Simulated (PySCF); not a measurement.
**C2H4Si (ethynylsilane): levels of theory compared**

Aim: a comparison of 3 runs (HF/pcseg-0, HF/pcseg-1, HF/pcseg-2) of C2H4Si (ethynylsilane). The job is set up through a Python script.

Program for the calculation: PySCF 2.14.0.

### Step 1. The structure to begin with

The species is C2H4Si (7 atoms), meant as a singlet with charge 0. SMILES: `C#C[SiH3]`. The shape is that of a PBE0-D4/def2-TZVP optimisation.

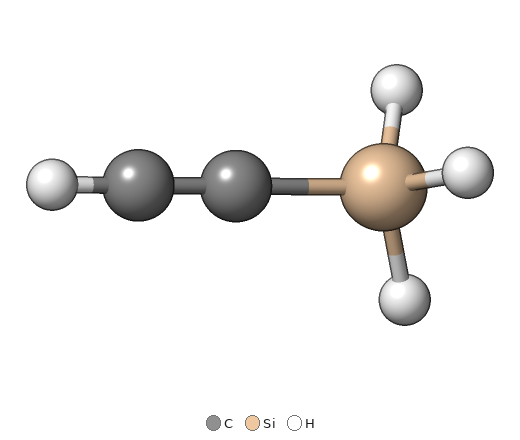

The structure, seen from a chosen angle (carbon grey, silicon light orange, hydrogen white).

### Step 2. The polarisability at HF/pcseg-0 (run 1)

Contents of job.py:

```python
# C#C[SiH3]
import numpy
from pyscf import gto, scf
from pyscf.prop.polarizability import rhf

molecule = gto.M(
    atom='''
C     -1.097364    -3.536433     0.325411
C     -0.412905    -1.372886     0.117919
Si     0.623232     1.897852    -0.196154
H     -1.702643    -5.449025     0.508903
H     -0.178579     2.888068    -2.692860
H     -0.532336     3.435711     1.842294
H      3.416436     2.008590     0.008315
''',
    spin=0,
    unit='bohr',
    verbose=3,
    basis='pcseg-0',
    charge=0,
    max_memory=1860,
)

hf = scf.RHF(molecule)
hf.conv_tol = 1e-10
hf.kernel()
if not hf.converged:
    hf = hf.newton().run(hf.mo_coeff, hf.mo_occ)

energy = hf.e_tot
print('E(%s) = %.9f' % ('HF', energy))
pol = rhf.Polarizability(hf)
alpha = pol.polarizability()
print('isotropic polarizability %.4f bohr^3' % (numpy.trace(alpha) / 3))
alpha_w = pol.polarizability_with_freq(freq=0.0774)
beta = pol.hyper_polarizability()
```

Run with:

```bash
$ OMP_NUM_THREADS=1 python job.py
```

Output:

```text
converged SCF energy = -366.321163206937
E(HF) = -366.321163207
isotropic polarizability 38.2275 bohr^3
```

It took 1.9 s on 1 thread of Arm Neoverse V1, shared host; peak memory 0.11 GiB.

### Step 3. The response to a field at HF/pcseg-1 (run 2)

Contents of geometry.xyz:

```xyz
7

C     -0.580700    -1.871400     0.172200
C     -0.218500    -0.726500     0.062400
Si     0.329800     1.004300    -0.103800
H     -0.901000    -2.883500     0.269300
H     -0.094500     1.528300    -1.425000
H     -0.281700     1.818100     0.974900
H      1.807900     1.062900     0.004400
```

Contents of calc.py:

```python
import numpy
from pyscf import gto
from pyscf.prop.polarizability import rhf

system = gto.Mole()
system.atom = 'geometry.xyz'
system.basis = 'pcseg-1'
system.verbose = 3
system.max_memory = 1860
system.build()

myscf = system.RHF()
myscf.conv_tol = 1e-10
myscf.kernel()
if not myscf.converged:
    myscf = myscf.newton().run(myscf.mo_coeff, myscf.mo_occ)

e_final = myscf.e_tot
print(f'total energy: {e_final:.8f} hartree')
pol = rhf.Polarizability(myscf)
alpha = pol.polarizability()
print('isotropic polarizability %.4f bohr^3' % (numpy.trace(alpha) / 3))
alpha_w = pol.polarizability_with_freq(freq=0.0774)
beta = pol.hyper_polarizability()
```

Run with:

```bash
$ OMP_NUM_THREADS=1 python calc.py
```

Output:

```text
converged SCF energy = -366.891763254383
total energy: -366.89176325 hartree
isotropic polarizability 39.2186 bohr^3
```

Run time: 11 s. Hardware: 1 thread of Arm Neoverse V1, shared host; peak memory 0.14 GiB.

### Step 4. The polarisability at HF/pcseg-2 (run 3)

Contents of run.py:

```python
# C#C[SiH3]
import numpy
from pyscf import gto
from pyscf.prop.polarizability import rhf

mol = gto.Mole()
mol.atom = '''
C     -1.097364    -3.536433     0.325411
C     -0.412905    -1.372886     0.117919
Si     0.623232     1.897852    -0.196154
H     -1.702643    -5.449025     0.508903
H     -0.178579     2.888068    -2.692860
H     -0.532336     3.435711     1.842294
H      3.416436     2.008590     0.008315
'''
mol.basis = 'pcseg-2'
mol.unit = 'bohr'
mol.verbose = 3
mol.max_memory = 1860
mol.spin = 0
mol.charge = 0
mol.build()

mf = mol.RHF()
mf.conv_tol = 1e-10
mf.kernel()
if not mf.converged:
    mf = mf.newton().run(mf.mo_coeff, mf.mo_occ)

e_final = mf.e_tot
print('E(%s) = %.9f' % ('HF', e_final))
pol = rhf.Polarizability(mf)
alpha = pol.polarizability()
print('isotropic polarizability %.4f bohr^3' % (numpy.trace(alpha) / 3))
alpha_w = pol.polarizability_with_freq(freq=0.0774)
beta = pol.hyper_polarizability()
```

Run with:

```bash
$ OMP_NUM_THREADS=1 python run.py
```

Output:

```text
converged SCF energy = -366.970169027729
E(HF) = -366.970169028
isotropic polarizability 43.9443 bohr^3
```

Run time: 4.7 min. Hardware: 1 thread of Arm Neoverse V1, shared host; peak memory 0.61 GiB.

### Step 5. All runs side by side

```
run       level  energy (Eh)  dipole moment (D)  HOMO energy (eV)  LUMO energy (eV)  wall time
  1  HF/pcseg-0  -366.321163               0.40            -11.11              3.94      1.9 s
  2  HF/pcseg-1  -366.891763               0.47            -11.04              3.49       11 s
  3  HF/pcseg-2  -366.970169               0.48            -11.03              2.87    4.7 min
```

### Step 6. What came out

```
                                   quantity          value
                        run 3: total energy  -366.97017 Eh
                       run 3: dipole moment         0.48 D
                         run 3: HOMO energy      -11.03 eV
                         run 3: LUMO energy        2.87 eV
                       run 3: HOMO–LUMO gap       13.90 eV
          run 3: mean static polarisability     43.9 bohr³
run 3: mean polarisability at ω = 0.0774 Eh     45.4 bohr³
```

In words: The dipole moment (its size) runs from 0.40 D (HF/pcseg-0) to 0.48 D (HF/pcseg-2). The HOMO–LUMO gap runs from 13.90 eV (HF/pcseg-2) to 15.05 eV (HF/pcseg-0). All runs together took 4.9 min, the longest 4.7 min.
